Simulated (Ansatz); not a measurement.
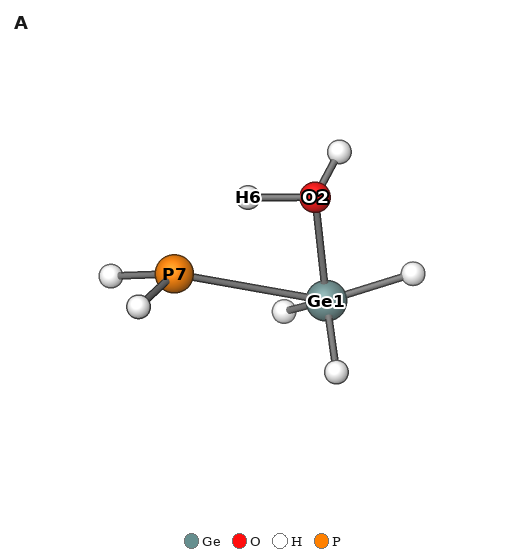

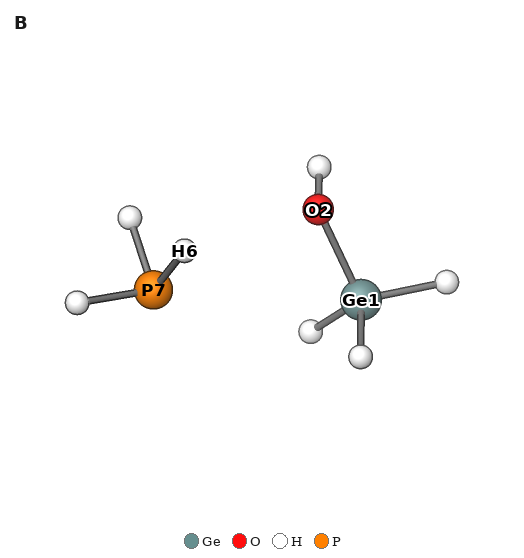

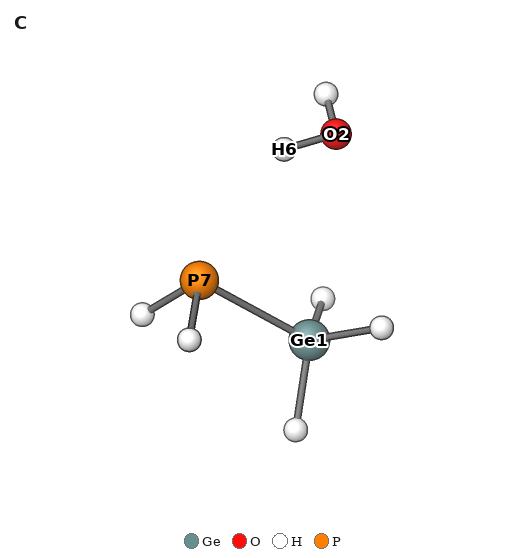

Three stationary points along one reaction path, in mixed order. Sticks follow a distance rule, so a partial bond may show as a full stick or not at all. The species is neutral and a spin singlet. Geometries: PBE0-D4/def2-TZVP; all other levels are single points on them, and energies count from the start as drawn. Program: Ansatz 0.2.0. In CBS estimates cores are frozen, and CCSD(T) − MP2 is taken in the smaller basis.

Which panel shows the transition state?

A.

Which bonds form and which break from B to C?

Formed: Ge1–P7, O2–H6; broken: Ge1–O2, H6–P7. At the saddle point Ge1···P7 is 2.76 Å, O2···H6 is 1.13 Å, Ge1···O2 is 1.97 Å, H6···P7 is 1.78 Å.

Give the electronic barrier and the reaction energy from B to C in kcal/mol (no zero-point energy) with CCSD(T)/CBS (MP2 limit from def2-TZVPP and def2-QZVPP plus CCSD(T) − MP2); BHLYP-D4/def2-TZVPP; RHF/STO-3G; PBE0-D4/def2-SVP; BLYP-D4/def2-TZVPP; ωB97M-V/def2-TZVPP; B3LYP-D4/6-31G.

```csv
level,barrier,reaction energy
CCSD(T)/CBS (MP2 limit from def2-TZVPP and def2-QZVPP plus CCSD(T) − MP2),50.9,−2.3
BHLYP-D4/def2-TZVPP,53.2,−0.5
RHF/STO-3G,77.3,+0.8
PBE0-D4/def2-SVP,41.9,−3.2
BLYP-D4/def2-TZVPP,46.1,−1.3
ωB97M-V/def2-TZVPP,49.6,−1.3
B3LYP-D4/6-31G,32.3,−0.6
```
